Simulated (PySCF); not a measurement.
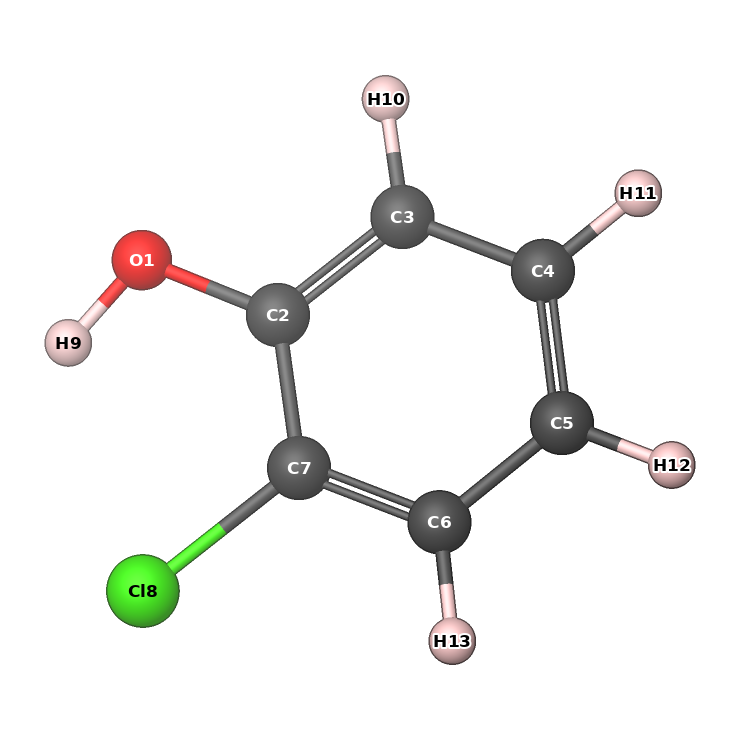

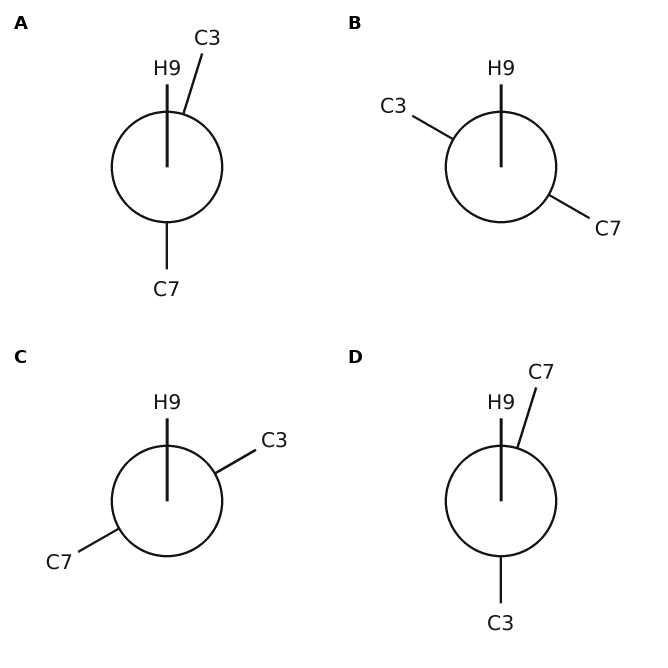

Distant atoms are faded towards the background colour. Bonds that would overlap in a projection are set slightly apart. The computed structure is the end point of a GFN2-xTB optimisation. No frequency run is at hand to confirm it as a minimum.

> Which Newman projection shows the view along O1–C2, with O1 in front?

D. The torsion angle H9–O1–C2–C3 is 180°, antiperiplanar (anti).
